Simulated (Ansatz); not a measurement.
# CH5GeS (SMILES [CH3][GeH][SH]) at UB3LYP/6-31G(d) (spherical functions)

What is the electronic atomisation energy of CH5GeS at UB3LYP/6-31G* (spherical functions)? 

Program for the calculation: Ansatz 0.2.0.

30 further runs of the same task are left out: 1 that didn't finish, 29 set aside as unsound or not needed. Runs told in other sessions of the task aren't counted.

## (1) The structure to begin with

CH5GeS: 8 atoms, total charge 0, spin state doublet. SMILES: `[CH3][GeH][SH]`. Geometry: relaxed at PBE0-D4/def2-TZVP. This is one conformer, not always the lowest.

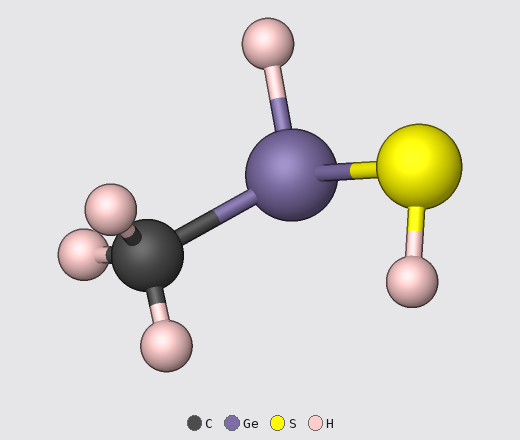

The structure, seen from a chosen angle (carbon dark grey, germanium purple, sulfur yellow, hydrogen pink).

## (2) The energy at UB3LYP/6-31G(d) (spherical functions)

in.yaml

```yaml
crystal:
  periodic: [false, false, false]
  atoms:
    - symbol: C
      position_ang: [-0.733300, 0.635200, -0.565800]
    - symbol: Ge
      position_ang: [0.934600, -0.393300, -0.399900]
    - symbol: S
      position_ang: [1.033800, -1.391600, 1.591200]
    - symbol: H
      position_ang: [-0.786300, 1.357800, 0.251000]
    - symbol: H
      position_ang: [-1.594800, -0.030400, -0.515000]
    - symbol: H
      position_ang: [-0.745800, 1.162700, -1.520400]
    - symbol: H
      position_ang: [2.173100, 0.541200, -0.392200]
    - symbol: H
      position_ang: [-0.189100, -1.938700, 1.495000]
basis:
  gaussian:
    orbitals: 6-31G_st_-spherical.json
magnetization:
  spin_polarized: true
  initial_magnetization: 1
hamiltonian:
  xc: {name: B3LYP}
accuracy: high
output: {orbitals: {seedname: orbitals}}
```

The basis set 6-31G* is read from a file made from the Basis Set Exchange's data (not shown).

Command:

```
ansatz run in.yaml --threads 1 --pin off --max-ram 2610MiB --events-out events.jsonl --progress --plain --runs-dir runs
```

Output:

```text
Warning: RAYON_NUM_THREADS=1 ignored (pool sized by the plan → 1); use --threads N
Functional definition: B3LYP
  name "B3LYP"
  parameter a0 = 0.2
  parameter ax = 0.72
  parameter ac = 0.81
  exchange = (1 - a0 - ax)*slater_x + ax*b88_x + a0*exact_x
  correlation = (1 - ac)*vwn_rpa_c + ac*lyp_c
1626 factors; integrals over basis functions are off by at most 4.6e-9 eV
mean field evaluation 1: about -68460.5940 eV, gradient 3.1e1 eV
mean field evaluation 2: about -68457.2192 eV, gradient 3.8e1 eV
mean field evaluation 4: about -68465.1959 eV, gradient 1.3e0 eV
mean field evaluation 8: about -68465.3398 eV, gradient 7.9e-2 eV
mean field evaluation 16: about -68465.3399 eV, gradient 4.9e-5 eV
mean field -68465.33985016 eV, -2516.0548320194 hartree, gradient 3.1e-8 eV, S^2 0.751677; 0 other end points of the search recorded, 0 dependent functions left out
reference -68465.33988782 eV, -2516.0548334033 hartree; 30, 29 occupied and 44, 45 virtual orbitals, 1626 factors
Total energy: -68465.33988782 eV, -2516.0548334033 hartree
```

Wall time 12 s (1 thread of Arm Neoverse V1, shared host); peak memory 0.37 GiB.

## (3) The C atom, same level

in.yaml

```yaml
crystal:
  periodic: [false, false, false]
  atoms:
    - {symbol: C, position_ang: [0.000000, 0.000000, 0.000000]}
basis:
  gaussian:
    orbitals: 6-31G_st_-spherical.json
total_charge: 0
magnetization:
  spin_polarized: true
  initial_magnetization: 2
hamiltonian:
  xc: {name: B3LYP}
accuracy: high
```

The basis set 6-31G* is read from a file made from the Basis Set Exchange's data (not shown).

Command:

```
ansatz run in.yaml --threads 1 --pin off --max-ram 2610MiB --events-out events.jsonl --progress --plain --runs-dir runs
```

Output (excerpt; [...] marks lines left out):

```text
Warning: RAYON_NUM_THREADS=1 ignored (pool sized by the plan → 1); use --threads N
[... 7 set-up lines as earlier in the session ...]
96 factors; integrals over basis functions are off by at most 1.1e-9 eV
mean field evaluation 1: about -1029.7320 eV, gradient 3.6e0 eV
mean field evaluation 2: about -1029.7994 eV, gradient 1.0e0 eV
mean field evaluation 4: about -1029.8062 eV, gradient 2.3e-1 eV
mean field evaluation 8: about -1029.8066 eV, gradient 6.7e-6 eV
mean field -1029.80656969 eV, -37.8446934081 hartree, gradient 9.8e-9 eV, S^2 2.001951; 0 other end points of the search recorded, 0 dependent functions left out
reference -1029.80658741 eV, -37.8446940593 hartree; 4, 2 occupied and 10, 12 virtual orbitals, 96 factors
Total energy: -1029.80658741 eV, -37.8446940593 hartree
```

Wall time 0.32 s (1 thread of Arm Neoverse V1, shared host).

## (4) The Ge atom

run.yaml

```yaml
crystal:
  periodic: [false, false, false]
  atoms:
    - {symbol: Ge, position_ang: [0.000000, 0.000000, 0.000000]}
basis:
  gaussian:
    orbitals: 6-31G_st_-spherical.json
magnetization:
  spin_polarized: true
  initial_magnetization: 2
hamiltonian:
  xc: {name: B3LYP}
accuracy: high
```

The basis set 6-31G* is read from a file made from the Basis Set Exchange's data (not shown).

Run the same way, it converges to -2076.68559 Eh (log not shown).

## (5) The H atom, same level

molecule.yaml

```yaml
crystal:
  periodic: [false, false, false]
  atoms:
    - {symbol: H, position_ang: [0.000000, 0.000000, 0.000000]}
basis:
  gaussian:
    orbitals: "6-31G*"
hamiltonian:
  xc: {name: B3LYP}
magnetization:
  spin_polarized: true
  initial_magnetization: 1
accuracy: high
```

Run the same way, it converges to -0.50027 Eh (log not shown).

## (6) The S atom

in.yaml

```yaml
crystal:
  periodic: [false, false, false]
  atoms:
    - {symbol: S, position_ang: [0.000000, 0.000000, 0.000000]}
basis:
  gaussian: {orbitals: 6-31G_st_-spherical.json}
total_charge: 0
magnetization: {spin_polarized: true, initial_magnetization: 2}
hamiltonian: {xc: {name: B3LYP}}
accuracy: high
```

The basis set 6-31G* is read from a file made from the Basis Set Exchange's data (not shown).

Run the same way, it converges to -398.10192 Eh (log not shown).

## (7) What came out

At UB3LYP/6-31G* (spherical functions):

| quantity | value |
| --- | --- |
| molecule: total energy | -2516.05483 Eh |
| molecule: HOMO energy (highest over α and β) | -5.39 eV |
| molecule: LUMO energy (lowest over α and β) | -2.92 eV |
| molecule: ⟨S²⟩ | 0.752 |
| C atom: total energy | -37.84469 Eh |
| C atom: ⟨S²⟩ | 2.002 |
| Ge atom: total energy | -2076.68559 Eh |
| Ge atom: ⟨S²⟩ | 2.002 |
| H atom: total energy | -0.50027 Eh |
| H atom: ⟨S²⟩ | 0.750 |
| S atom: total energy | -398.10192 Eh |
| S atom: ⟨S²⟩ | 2.002 |
| electronic atomisation energy | 25.069 eV |

In words: Taking the molecule apart into free atoms costs 25.07 eV (578 kcal/mol), before zero-point energy and without spin-orbit coupling.
